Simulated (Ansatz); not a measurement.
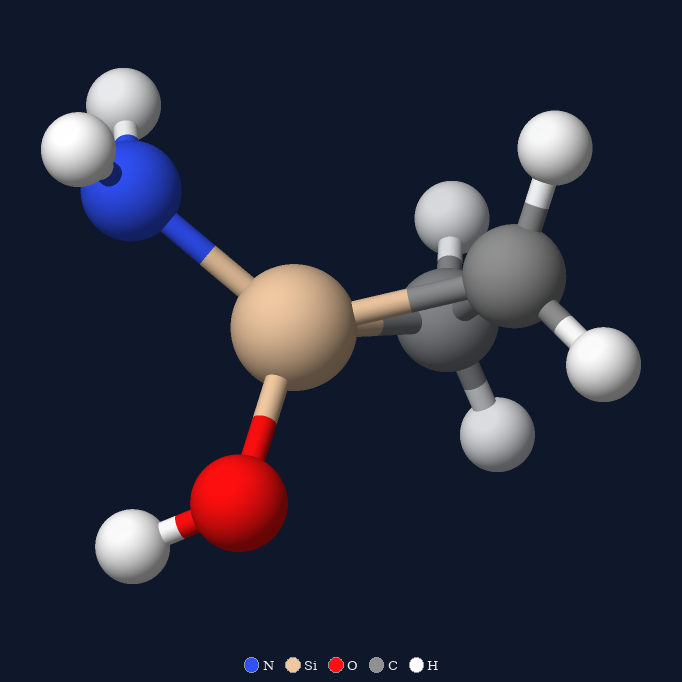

Every bond is drawn as one stick, whatever its order.

Computed geometry: PBE0-D4/def2-TZVP optimisation.

Identify the structure.

The molecule is C2H7NOSi. Its SMILES string is `N[Si]1(O)CC1`. Independent rings (smallest set): 1 of 3 members. Among its groups: Si–O bond, Si–N bond. The point group is C1. Coordination, clear cases only: 1 O bent.

The parts below concern this one geometry. Atoms keep their numbers from picture to picture.

## Vibrations

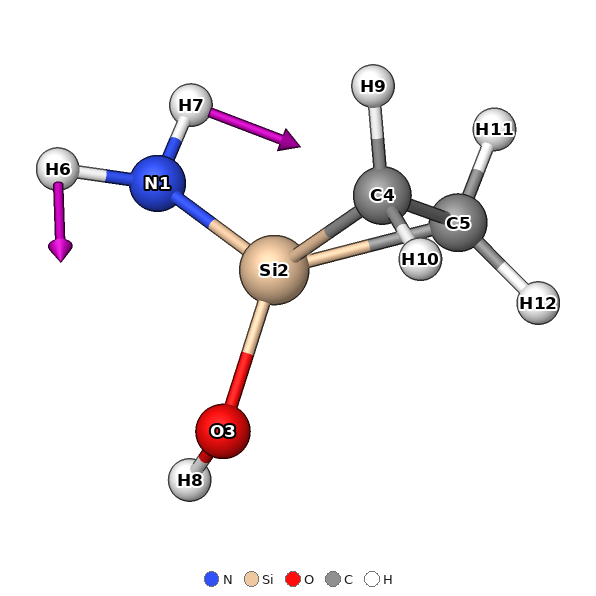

The arrows show one normal mode. Harmonic vibrations computed with RKS PBE0-D4/def2-TZVP (Ansatz 0.2.0) at a stationary point of the same level.

Describe the motion.

Answer. Mostly angle bending.

At what wavenumber does it lie?

Answer. 1576 cm⁻¹; it is mode 23 of 30 counted from the lowest.

## Dipole moment

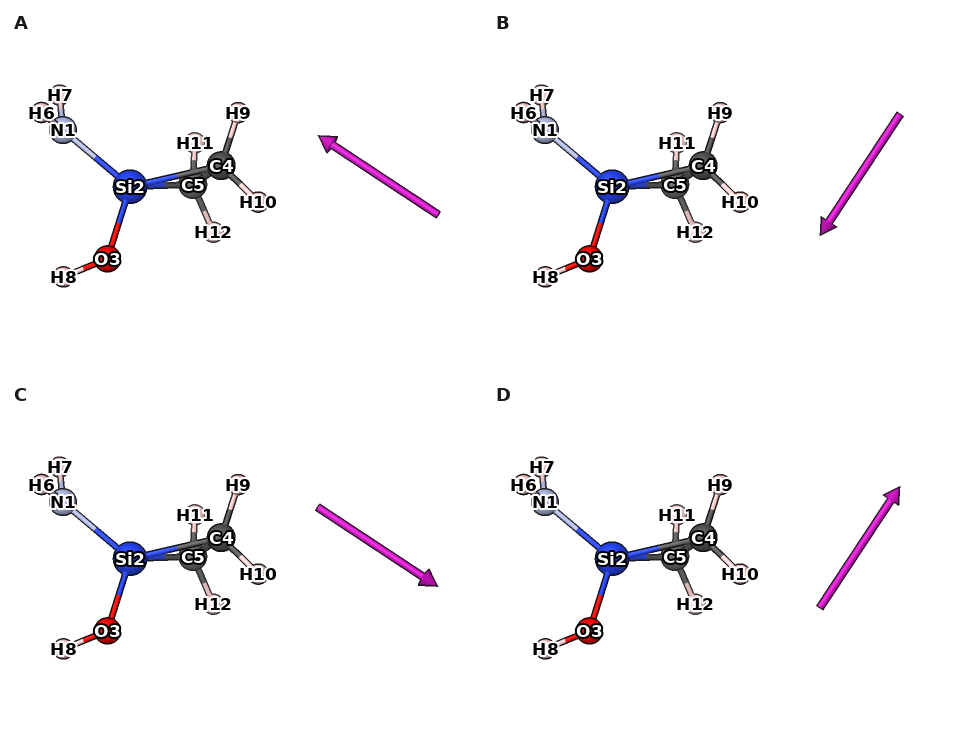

The same molecule four times, each with an arrow. Method: RKS r2SCAN-D4/def2-TZVPP (Ansatz 0.2.0).

Which arrow points along the dipole moment, from the negative to the positive end?

Answer. A. The dipole moment is 2.12 D; it points from the side of H10 to the side of H7 (the outermost atoms at the two ends).

## Charges

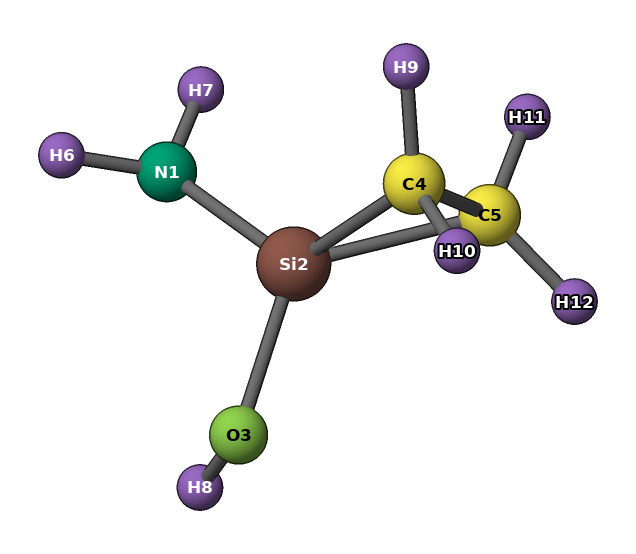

The questions are on Mulliken charges. Properties computed with RKS B3LYP-D4/def2-TZVPP (Ansatz 0.2.0).

Which atom carries the highest charge (most positive or least negative)?

Answer. Si2 (0.60 e).

And the lowest?

Answer. N1 (−0.42 e).

Give the Mulliken charges atom by atom.

```csv
atom,value (e)
N1,−0.42
Si2,0.60
O3,−0.41
C4,−0.28
C5,−0.30
H6,0.14
H7,0.15
H8,0.19
H9,0.08
H10,0.09
H11,0.08
H12,0.09
```

Mulliken values depend strongly on the basis set and can even reverse the polarity of a bond.
